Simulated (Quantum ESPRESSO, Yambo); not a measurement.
# SiC (P6_3mc): G0W0 in Yambo against the screening cutoff

How does the gap of SiC (P6_3mc) converge in the screening cutoff?

Main program and level: Yambo 5.3.0; PBE and many-body steps on it, plane waves.

## (1) The structure

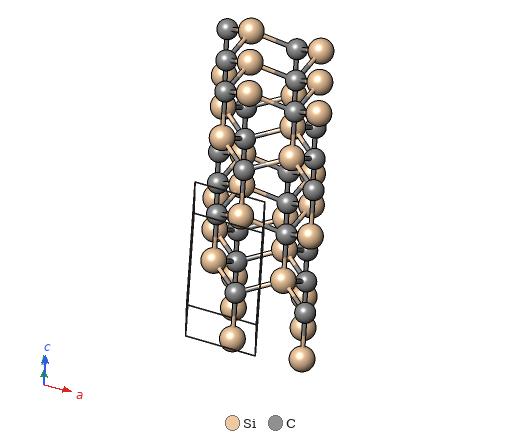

Start, viewed slightly off an axis; silicon light orange, carbon grey. 2×3×2 cells are drawn. Some periodic images of atoms are drawn too.

Structure file:

```xyz
4
Lattice="3.0735 0.0000 0.0000 -1.5368 2.6617 0.0000 0.0000 0.0000 5.0452" Properties=species:S:1:pos:R:3 pbc="T T T"
Si    0.0000    1.7745    2.5206
Si    1.5368    0.8872    5.0432
C     0.0000    1.7745    4.4166
C     1.5368    0.8872    1.8940
```

The cell and positions are those that the Materials Project relaxed with its own functionals (PBE, PBE+U or r2SCAN), kept fixed.

## (2) 3.25 Ha

This step: Yambo 5.3.0; G0W0 on PBE, plane waves, norm-conserving pseudopotentials.

Now the one-shot GW correction: screening in the RPA, then the self-energy of the levels asked for.

File gw7.in:

```
HF_and_locXC
gw0
dyson
ppa
em1d
rim_cut
RandQpts= 1000000
RandGvec= 1 RL
EXXRLvcs= 74 Ry
VXCRLvcs= 296 Ry
Chimod= "HARTREE"
% BndsRnXp
 1 | 131 |
%
NGsBlkXp= 6.5 Ry
% LongDrXp
 1 | 1 | 1 |
%
% GbndRnge
 1 | 131 |
%
DysSolver= "n"
ExtendOut
PPAPntXp= 27.21138 eV
% QPkrange
 1 | 1 | 7 | 10 |
 7 | 7 | 7 | 10 |
 4 | 4 | 7 | 10 |
%
```

Started as:

```
$ OMP_NUM_THREADS=1 mpirun -n 4 yambo -F gw7.in -J gw7 -C gw7 > gw7.log
```

What it wrote:

```text
 Yambo, version 5.3.0

 [02] CORE Variables Setup
 =========================

  [... cell, symmetries and grids as in the set-up ...]

  [02.05] Energies & Occupations
  ==============================

  [X] === General ===
  [X] Electronic Temperature                        :  0.000000  0.000000 [eV K]
  [X] Bosonic    Temperature                        :  0.000000  0.000000 [eV K]
  [X] Finite Temperature mode                       : no
  [X] El. density                                   :  0.38765E+24 [cm-3]
  [X] Fermi Level                                   :  9.679822 [eV]

  [X] === Gaps and Widths ===
  [X] Conduction Band Min                           :  2.275274 [eV]
  [X] Valence Band Max                              :  0.000000 [eV]
  [X] Filled Bands                                  :   8
  [X] Empty Bands                                   :     9   495
  [X] Direct Gap                                    :  4.293375 [eV]
  [X] Direct Gap localized at k                     :   4
  [X] Indirect Gap                                  :  2.275274 [eV]
  [X] Indirect Gap between kpts                     :   1   7
  [X] Last valence band width                       :  3.841673 [eV]
  [X] 1st conduction band width                     :  3.637217 [eV]

 [03] Transferred momenta grid and indexing
 ==========================================

 IBZ Q-points                                      :  10
 BZ  Q-points                                      :   36

 K/Q-points units:
 rlu = crystal or reduced units; cc = cartesian coordinates; iku = interal k-units

 Q [ 1]         [rlu]:  0.000000  0.000000  0.000000
 Q [ 2]         [rlu]:  0.000000  0.000000  0.250000
 Q [ 3]         [rlu]:  0.000000  0.000000 -0.500000
 Q [ 4]         [rlu]:  0.13002E-17  0.33333       0.0000
 Q [ 5]         [rlu]:  0.13002E-17  0.33333      0.25000
 Q [ 6]         [rlu]:  0.13002E-17  0.33333     -0.50000
 Q [ 7]         [rlu]:  0.333333  0.333333  0.000000
 Q [ 8]         [rlu]:  0.333333  0.333333  0.250000
 Q [ 9]         [rlu]:  0.333333  0.333333 -0.500000
 Q [10]         [rlu]: -0.13002E-17 -0.33333      0.25000

 [04] Coloumb potential Random Integration (RIM)
 ===============================================

  [04.01] RIM initialization
  ==========================

  * Diagonal components only detected *

  8 x (sBL volume)        :  0.197901 [a.u.]
  sBZ random points       :  1000000
  Points outside the sBZ  :   7980387
  RL volume               :  0.890552 [a.u.]
  Integrated volume       :  0.892741 [a.u.]

  [04.02] RIM integrals
  =====================

  Gamma point sphere radius             :  0.105706 [a.u.]
  Points outside the sphere             :   813532
  [Int_sBZ(q=0) 1/q^2]*(Vol_sBZ)^(-1/3) =:  7.220554
                                 should be <:  7.795600

  Summary of Coulomb integrals for non-metallic bands |Q|[au] RIM/Bare

  Q [1] 0.100000E-4 0.926235 * Q [2] 0.164755 0.634104
  Q [3] 0.329510 0.865201 * Q [4] 0.416384 1.148315
  Q [5] 0.447794 1.092429 * Q [10] 0.447794 1.091223
  Q [6] 0.530992 1.025609 * Q [7] 0.721198 1.047178
  Q [8] 0.739778 1.040957 * Q [9] 0.792908 1.027150

 [WARNING] [Xp] User bands 1-131 break level degeneracy

 [05] Dipoles
 ============

  [05.01] Setup: observables and procedures
  =========================================

  [WARNING] [x,Vnl] slows the Dipoles computation. To neglect it rename the ns.kb_pp file

 [06] Dynamic Dielectric Matrix (PPA)
 ====================================

 [WR./gw7//ndb.pp]---------------------------------------------------------------
  Brillouin Zone Q/K grids (IBZ/BZ)                :   10   36   10   36
  RL vectors                                       :   3863 [WF]
  Coulomb cutoff potential                         : none
  Electronic Temperature                           :  0.000000 [K]
  Bosonic    Temperature                           :  0.000000 [K]
  PPA    diel. fun.  energies                      : Perdew, Burke & Ernzerhof(X)+Perdew, Burke & Ernzerhof(C)
  wavefunctions                                    : Perdew, Burke & Ernzerhof(X)+Perdew, Burke & Ernzerhof(C)
  Global Gauge                                     : length
  X matrix size                                    :   73
  X band range                                     :    1  131
  X e/h energy range                               : -1.000000 -1.000000 [eV]
  X Time ordering                                  : R
  X Hxc Kernel                                     : HARTREE
  X Drude frequency                                :  0.000000  0.000000
  X poles                                          :  100.0000 [o/o]
  RL vectors in the sum                            :   3863
  [r,Vnl] included                                 : yes
  Field direction                                  :  0.577350E-5  0.577350E-5  0.577350E-5
  BZ energy Double Grid                            : no
  BZ energy DbGd points                            : 0
  BZ Q point size factor                           : -1.000000
  X Optical Averaged directions                    : none

 [07] Local Exchange-Correlation + Non-Local Fock
 ================================================

 [VXC] Plane waves :  23897
 [EXS] Plane waves :  2997

 QP @ state[ 1 ] K range:  1  1
 QP @ state[ 1 ] b range:   7  10
 QP @ state[ 2 ] K range:   4   4
 QP @ state[ 2 ] b range:   7  10
 QP @ state[ 3 ] K range:   7   7
 QP @ state[ 3 ] b range:   7  10

 [xc] Functional : Perdew, Burke & Ernzerhof(X)+Perdew, Burke & Ernzerhof(C)
 [xc] LIBXC used to calculate xc functional
  PP Number of Atomic Species                      :  2
  NLCC RL compoments                               :  23897
  PP Number of Atomic Species                      :  2
  NLCC RL compoments                               :  23897

 [xc] E_xc :  -6.122893 [Ha]
      E_xc :  -12.24579 [Ry]

  Local XC kind (lXC) : Perdew, Burke & Ernzerhof(X)+Perdew, Burke & Ernzerhof(C)
  Non-Local XC kind (nlXC) : Hartree-Fock

  Corrections @ K [1] :  [eV]
 <7|nlXC|7> = -17.90070 -0.75369E-17 <7|lXC|7> = -15.07649 -0.37763E-15
 <8|nlXC|8> = -17.89996  0.23054E-17 <8|lXC|8> = -15.07649  0.18882E-15
 <9|nlXC|9> = -6.642601 -0.31287E-17 <9|lXC|9> = -12.10977  0.000000
 <10|nlXC|10> = -7.132412 -0.42845E-18 <10|lXC|10> = -12.77445  0.000000

  Corrections @ K [4] :  [eV]
 <7|nlXC|7> = -16.72897 -0.23772E-16 <7|lXC|7> = -13.77183  0.37763E-15
 <8|nlXC|8> = -17.81726  0.20993E-16 <8|lXC|8> = -14.66735 -0.94408E-16
[...]
Corrections @ K [7] :  [eV]
[...]
<8|nlXC|8> = -16.98770 -0.12933E-16 <8|lXC|8> = -13.15182  0.18882E-15
 <9|nlXC|9> = -5.496468 -0.35002E-19 <9|lXC|9> = -9.860270 -0.51630E-17
 <10|nlXC|10> = -6.335978 -0.19368E-18 <10|lXC|10> = -12.29223 -0.28323E-15

 [08] Dyson equation: Newton solver
 ==================================

  [08.01] G0W0 (W PPA)
  ====================

  [  GW  ] Bands range     :    1  131
  [GW/PPA] G damping       :  0.100000 [eV]

  QP @ state[ 1 ] K range:  1  1
  QP @ state[ 1 ] b range:   7  10
  QP @ state[ 2 ] K range:   4   4
  QP @ state[ 2 ] b range:   7  10
  QP @ state[ 3 ] K range:   7   7
  QP @ state[ 3 ] b range:   7  10

   Sc/G bands                                       :    1  131
   Sc/G damping                                     :  0.100000 ev
   Sc bands terminator                              : no
   Sx RL components                                 :  2997

   QP @ state[ 1 ] K range                          :  1  1
   QP @ state[ 1 ] b range                          :   7  10
   QP @ state[ 2 ] K range                          :   4   4
   QP @ state[ 2 ] b range                          :   7  10
   QP @ state[ 3 ] K range                          :   7   7
   QP @ state[ 3 ] b range                          :   7  10
   GF energies kind                                 : Perdew, Burke & Ernzerhof(X)+Perdew, Burke & Ernzerhof(C)
   GF WF`s kind                                     : Perdew, Burke & Ernzerhof(X)+Perdew, Burke & Ernzerhof(C)
   Xs energies kind                                 : Perdew, Burke & Ernzerhof(X)+Perdew, Burke & Ernzerhof(C)
   Xs WF`s kind                                     : Perdew, Burke & Ernzerhof(X)+Perdew, Burke & Ernzerhof(C)

 [11] Game Over & Game summary
```

The job ended after 25 s (4 MPI ranks of Arm Neoverse V1, shared host; peak memory 1.4 GiB; 97 s of CPU time).

This step gave:

```yaml
g0w0_gap_on_the_points_computed: 2.726 eV
starting_gap_on_the_mesh: 2.275 eV
k_of_the_valence_top: 0, 0, 0
k_of_the_conduction_bottom: 0.3333, 0.3333, 0
least_direct_g0w0_gap_on_the_computed_points: 5.030 eV
z_at_the_valence_top: 0.8003
z_at_the_conduction_bottom: 0.8280
```

The gap on the mesh goes from 2.28 eV to 2.73 eV, a correction of +0.45 eV.

## (3) 5.25 Ha

gw8.in, as its differences from gw7.in of step 2:

```diff
@@ -14,3 +14,3 @@
 %
-NGsBlkXp= 6.5 Ry
+NGsBlkXp= 10.5 Ry
 % LongDrXp
```

Started as:

```
$ OMP_NUM_THREADS=1 mpirun -n 4 yambo -F gw8.in -J gw8 -C gw8 > gw8.log
```

What it wrote:

```text
 Yambo, version 5.3.0

 [02] CORE Variables Setup
 =========================

  [... cell, symmetries and grids as in the set-up ...]

  [02.05] Energies & Occupations
  ==============================

  [X] === General ===
  [X] Electronic Temperature                        :  0.000000  0.000000 [eV K]
  [X] Bosonic    Temperature                        :  0.000000  0.000000 [eV K]
  [X] Finite Temperature mode                       : no
  [X] El. density                                   :  0.38765E+24 [cm-3]
  [X] Fermi Level                                   :  9.679822 [eV]

  [X] === Gaps and Widths ===
  [X] Conduction Band Min                           :  2.275274 [eV]
  [X] Valence Band Max                              :  0.000000 [eV]
  [X] Filled Bands                                  :   8
  [X] Empty Bands                                   :     9   495
  [X] Direct Gap                                    :  4.293375 [eV]
  [X] Direct Gap localized at k                     :   4
  [X] Indirect Gap                                  :  2.275274 [eV]
  [X] Indirect Gap between kpts                     :   1   7
  [X] Last valence band width                       :  3.841673 [eV]
  [X] 1st conduction band width                     :  3.637217 [eV]

 [03] Transferred momenta grid and indexing
 ==========================================

 IBZ Q-points                                      :  10
 BZ  Q-points                                      :   36

 K/Q-points units:
 rlu = crystal or reduced units; cc = cartesian coordinates; iku = interal k-units

 Q [ 1]         [rlu]:  0.000000  0.000000  0.000000
 Q [ 2]         [rlu]:  0.000000  0.000000  0.250000
 Q [ 3]         [rlu]:  0.000000  0.000000 -0.500000
[...]
E_xc :  -12.24579 [Ry]

  Local XC kind (lXC) : Perdew, Burke & Ernzerhof(X)+Perdew, Burke & Ernzerhof(C)
  Non-Local XC kind (nlXC) : Hartree-Fock

  Corrections @ K [1] :  [eV]
 <7|nlXC|7> = -17.90070 -0.75369E-17 <7|lXC|7> = -15.07649 -0.37763E-15
 <8|nlXC|8> = -17.89996  0.23054E-17 <8|lXC|8> = -15.07649  0.18882E-15
 <9|nlXC|9> = -6.642601 -0.31287E-17 <9|lXC|9> = -12.10977  0.000000
[...]
Corrections @ K [4] :  [eV]
[...]
Corrections @ K [7] :  [eV]
[...]
<9|nlXC|9> = -5.496468 -0.35002E-19 <9|lXC|9> = -9.860270 -0.51630E-17
 <10|nlXC|10> = -6.335978 -0.19368E-18 <10|lXC|10> = -12.29223 -0.28323E-15

 [08] Dyson equation: Newton solver
 ==================================

  [08.01] G0W0 (W PPA)
  ====================

  [  GW  ] Bands range     :    1  131
  [GW/PPA] G damping       :  0.100000 [eV]

  QP @ state[ 1 ] K range:  1  1
  QP @ state[ 1 ] b range:   7  10
  QP @ state[ 2 ] K range:   4   4
  QP @ state[ 2 ] b range:   7  10
  QP @ state[ 3 ] K range:   7   7
  QP @ state[ 3 ] b range:   7  10

   Sc/G bands                                       :    1  131
   Sc/G damping                                     :  0.100000 ev
   Sc bands terminator                              : no
   Sx RL components                                 :  2997

   QP @ state[ 1 ] K range                          :  1  1
   QP @ state[ 1 ] b range                          :   7  10
   QP @ state[ 2 ] K range                          :   4   4
   QP @ state[ 2 ] b range                          :   7  10
   QP @ state[ 3 ] K range                          :   7   7
   QP @ state[ 3 ] b range                          :   7  10
   GF energies kind                                 : Perdew, Burke & Ernzerhof(X)+Perdew, Burke & Ernzerhof(C)
   GF WF`s kind                                     : Perdew, Burke & Ernzerhof(X)+Perdew, Burke & Ernzerhof(C)
   Xs energies kind                                 : Perdew, Burke & Ernzerhof(X)+Perdew, Burke & Ernzerhof(C)
   Xs WF`s kind                                     : Perdew, Burke & Ernzerhof(X)+Perdew, Burke & Ernzerhof(C)

 [11] Game Over & Game summary
```

Elapsed: 36 s, on 4 MPI ranks; peak memory 1.4 GiB.

Numbers from this step:

| Quantity | Value |
| --- | --- |
| G0W0 gap on the points computed | 2.896 eV |
| starting gap on the mesh | 2.275 eV |
| k of the valence top | 0, 0, 0 |
| k of the conduction bottom | 0.3333, 0.3333, 0 |
| least direct G0W0 gap on the computed points | 5.160 eV |
| Z at the valence top | 0.7970 |
| Z at the conduction bottom | 0.8278 |

Against the run before, the gap moves by +0.170 eV.

## (4) 10.5 Ha

gw9.in, as its differences from gw8.in of step 3:

```diff
@@ -14,3 +14,3 @@
 %
-NGsBlkXp= 10.5 Ry
+NGsBlkXp= 21 Ry
 % LongDrXp
```

Started as:

```
$ OMP_NUM_THREADS=1 mpirun -n 4 yambo -F gw9.in -J gw9 -C gw9 > gw9.log
```

What it wrote:

```text
 Yambo, version 5.3.0

 [02] CORE Variables Setup
 =========================

  [... cell, symmetries and grids as in the set-up ...]

  [02.05] Energies & Occupations
  ==============================

  [X] === General ===
  [X] Electronic Temperature                        :  0.000000  0.000000 [eV K]
  [X] Bosonic    Temperature                        :  0.000000  0.000000 [eV K]
  [X] Finite Temperature mode                       : no
  [X] El. density                                   :  0.38765E+24 [cm-3]
[...]
QP @ state[ 2 ] b range                          :   7  10
   QP @ state[ 3 ] K range                          :   7   7
   QP @ state[ 3 ] b range                          :   7  10
   GF energies kind                                 : Perdew, Burke & Ernzerhof(X)+Perdew, Burke & Ernzerhof(C)
   GF WF`s kind                                     : Perdew, Burke & Ernzerhof(X)+Perdew, Burke & Ernzerhof(C)
   Xs energies kind                                 : Perdew, Burke & Ernzerhof(X)+Perdew, Burke & Ernzerhof(C)
   Xs WF`s kind                                     : Perdew, Burke & Ernzerhof(X)+Perdew, Burke & Ernzerhof(C)

 [11] Game Over & Game summary
```

The job ended after 2.9 min (4 MPI ranks; peak memory 1.4 GiB; 12 min of CPU time).

Numbers from this step:

| Quantity | Value |
| --- | --- |
| G0W0 gap on the points computed | 2.953 eV |
| starting gap on the mesh | 2.275 eV |
| k of the valence top | 0, 0, 0 |
| k of the conduction bottom | 0.3333, 0.3333, 0 |
| least direct G0W0 gap on the computed points | 5.206 eV |

Against the run before, the gap moves by +0.057 eV.

## (5) 13 Ha

gw10.in, as its differences from gw9.in of step 4:

```diff
@@ -14,3 +14,3 @@
 %
-NGsBlkXp= 21 Ry
+NGsBlkXp= 26 Ry
 % LongDrXp
```

Started as:

```
$ OMP_NUM_THREADS=1 mpirun -n 4 yambo -F gw10.in -J gw10 -C gw10 > gw10.log
```

What it wrote:

```text
 Yambo, version 5.3.0

 [02] CORE Variables Setup
 =========================

  [... cell, symmetries and grids as in the set-up ...]

  [02.05] Energies & Occupations
  ==============================

  [X] === General ===
  [X] Electronic Temperature                        :  0.000000  0.000000 [eV K]
  [X] Bosonic    Temperature                        :  0.000000  0.000000 [eV K]
  [X] Finite Temperature mode                       : no
  [X] El. density                                   :  0.38765E+24 [cm-3]
[...]
QP @ state[ 2 ] b range                          :   7  10
   QP @ state[ 3 ] K range                          :   7   7
   QP @ state[ 3 ] b range                          :   7  10
   GF energies kind                                 : Perdew, Burke & Ernzerhof(X)+Perdew, Burke & Ernzerhof(C)
   GF WF`s kind                                     : Perdew, Burke & Ernzerhof(X)+Perdew, Burke & Ernzerhof(C)
   Xs energies kind                                 : Perdew, Burke & Ernzerhof(X)+Perdew, Burke & Ernzerhof(C)
   Xs WF`s kind                                     : Perdew, Burke & Ernzerhof(X)+Perdew, Burke & Ernzerhof(C)

 [11] Game Over & Game summary
```

Wall time 5.6 min (4 MPI ranks); peak memory 1.5 GiB.

Numbers from this step:

```
G0W0 gap on the points computed              : 2.957 eV
starting gap on the mesh                     : 2.275 eV
k of the valence top                         : 0, 0, 0
k of the conduction bottom                   : 0.3333, 0.3333, 0
least direct G0W0 gap on the computed points : 5.208 eV
```

Against the run before, the gap moves by +0.003 eV.

## (6) 16.25 Ha

gw11.in, as its differences from gw10.in of step 5:

```diff
@@ -14,3 +14,3 @@
 %
-NGsBlkXp= 26 Ry
+NGsBlkXp= 32.5 Ry
 % LongDrXp
```

Started as:

```
$ OMP_NUM_THREADS=1 mpirun -n 4 yambo -F gw11.in -J gw11 -C gw11 > gw11.log
```

What it wrote:

```text
 Yambo, version 5.3.0

 [02] CORE Variables Setup
 =========================

  [... cell, symmetries and grids as in the set-up ...]

  [02.05] Energies & Occupations
  ==============================

  [X] === General ===
  [X] Electronic Temperature                        :  0.000000  0.000000 [eV K]
  [X] Bosonic    Temperature                        :  0.000000  0.000000 [eV K]
  [X] Finite Temperature mode                       : no
  [X] El. density                                   :  0.38765E+24 [cm-3]
[...]
QP @ state[ 2 ] b range                          :   7  10
   QP @ state[ 3 ] K range                          :   7   7
   QP @ state[ 3 ] b range                          :   7  10
   GF energies kind                                 : Perdew, Burke & Ernzerhof(X)+Perdew, Burke & Ernzerhof(C)
   GF WF`s kind                                     : Perdew, Burke & Ernzerhof(X)+Perdew, Burke & Ernzerhof(C)
   Xs energies kind                                 : Perdew, Burke & Ernzerhof(X)+Perdew, Burke & Ernzerhof(C)
   Xs WF`s kind                                     : Perdew, Burke & Ernzerhof(X)+Perdew, Burke & Ernzerhof(C)

 [11] Game Over & Game summary
```

It took 9.8 min on 4 MPI ranks; peak memory 1.6 GiB; 39 min of CPU time.

Numbers from this step:

- G0W0 gap on the points computed: 2.958 eV
- starting gap on the mesh: 2.275 eV
- k of the valence top: 0, 0, 0
- k of the conduction bottom: 0.3333, 0.3333, 0
- least direct G0W0 gap on the computed points: 5.210 eV

Against the run before, the gap moves by +0.002 eV.

## (7) Side by side

Times are wall times on 4 MPI ranks of Arm Neoverse V1, shared host, good to a factor of about two.

| run | mesh | bands | screening cutoff (eV) | DFT gap (eV) | gap on the mesh (eV) | direct (eV) | time |
| --- | --- | --- | --- | --- | --- | --- | --- |
| 3.25 Ha | 3×3×4 | 131 | 88.4 | 2.275 | 2.726 | 5.030 | 25 s |
| 5.25 Ha | 3×3×4 | 131 | 142.9 | 2.275 | 2.896 | 5.160 | 36 s |
| 10.5 Ha | 3×3×4 | 131 | 285.7 | 2.275 | 2.953 | 5.206 | 2.9 min |
| 13 Ha | 3×3×4 | 131 | 353.7 | 2.275 | 2.957 | 5.208 | 5.6 min |
| 16.25 Ha | 3×3×4 | 131 | 442.2 | 2.275 | 2.958 | 5.210 | 9.8 min |

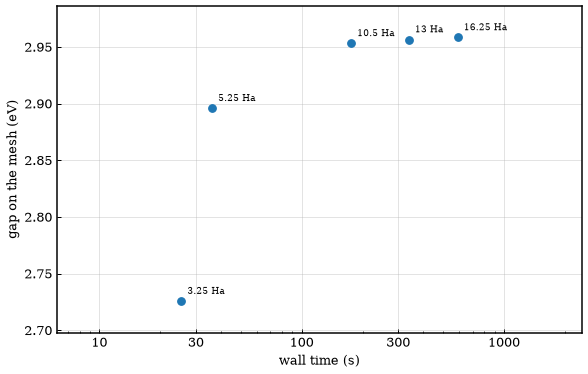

Result against wall time.

## (8) Outcome

```
3.25 Ha      : 2.726 eV
5.25 Ha      : 2.896 eV
10.5 Ha      : 2.953 eV
13 Ha        : 2.957 eV
16.25 Ha     : 2.958 eV
known limits : not at the basis limit; coarse k mesh
```

**Reading.** The setting moved: screening cutoff. From 3.25 Ha to 16.25 Ha the gap moves by +0.23 eV, for 23 times the time. It holds to 0.03 eV from 10.5 Ha on. Bands and screening cutoff are coupled, so a series along one setting does not show full convergence. Bands and cutoff are finite, so the gap is not at the basis limit. The miss can reach some tenths of an eV and take either sign; the mesh is an error of its own. In the G0W0 runs levels were corrected at 3 k points alone, so a gap called «on the mesh» is the least over those, and an edge elsewhere would be missed. The 3×3×4 mesh is coarse for this cell, which bears on the long-range parts of exchange and screening.

[Paths, hosts, dates, memory and timing lines, banners, echoed tables and standing remarks are left out of the program output.]

[Logs are printed without paths, hosts, clocks, repeated set-up lines and the standing remarks that a program may print on its own settings, such as how far it seeks lower states.]

[Runs of the session that timed out or met a known fault of the program may be left out.]

[Hosts, paths, dates, database ids (printed as entryN), source tags and the programs' standing remarks are cut or masked in the printed files.]
